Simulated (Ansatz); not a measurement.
Input

```
crystal:
  lattice:
    - [3.2039331, 0.0, 0.0]
    - [0.0, 3.2039331, 0.0]
    - [0.0, 0.0, 9.0330583]
  atoms:
    - { symbol: Zr, position: [0.0, 0.0, 0.741633] }
    - { symbol: Zr, position: [0.0, 0.0, 0.258367] }
    - { symbol: Zr, position: [0.5, 0.5, 0.0] }
    - { symbol: Ti, position: [0.5, 0.5, 0.5] }
    - { symbol: "N", position: [0.0, 0.0, 0.5] }
    - { symbol: "N", position: [0.5, 0.5, 0.257252] }
    - { symbol: "N", position: [0.0, 0.0, 0.0] }
    - { symbol: "N", position: [0.5, 0.5, 0.742748] }
basis:
  ecutwfc: 420
kpoints:
  mp_grid: { grid: [12, 12, 4] }
hamiltonian:
  xc: pbe
scf:
  occupations: { method: gaussian, width: 0.1 }
output:
  forces: true
  stress: true
  eigenvalues: true
  write_density: true
  write_potential: true
  elf: true
  volumetric_format: npy
relax:
  adjacent_minimum: "off"
  f_tol: 0.01
  max_steps: 80
  cell: { stress_tol: 0.05 }
```

Command:

```sh
ansatz run input.yaml --threads 4 --pin off --max-ram 8192MiB --backend cpu --events-out ev --progress --plain --runs-dir out
```

Below, planes, directions and counts refer to the conventional cell (a = 3.20 Å, b = 3.20 Å, c = 9.03 Å, α = 90.00°, β = 90.00°, γ = 90.00°).

Space group P4/mmm; a structure generated by program, which may or may not match a known phase; computed without spin polarisation.

Method: Ansatz 0.2.0, DFT PBE, scalar-relativistic, plane waves, PAW.

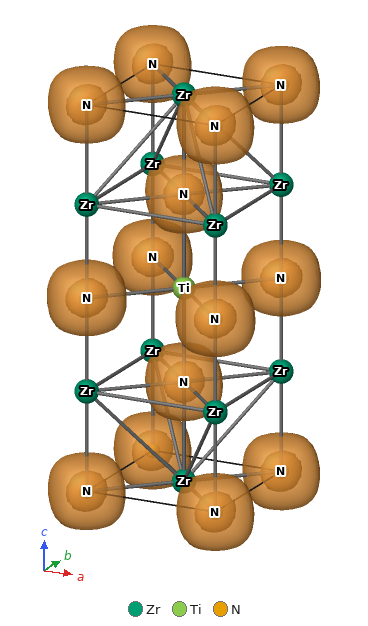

Zr$_{3}$TiN$_{4}$. Isosurface of the ELF at 0.7 (orange), seen slightly off an axis. Only the valence region is drawn (cores and ρ < 0.01 e/Å³ removed). Sticks mark near contacts.

Question: Describe the localisation domains.

Answer: At this value the surface marks out four regions wrapped around N (the valence shell of each), counted in one cell of 8 atoms. Any copies at cell faces, edges or corners count once. Along the contacts the grid gives the following. Zr–N (2.18 Å): the ELF peaks at about 0.85 in the valence shell of N, 0.6 Å from its nucleus, and drops to about 0.20 between the two atoms (no shared electron pair shows on this line). Ti–N (2.19 Å): the ELF peaks at about 0.80 in the valence shell of N, 0.7 Å from its nucleus, and is about 0.15 at the midpoint: no shared electron pair shows on this line.
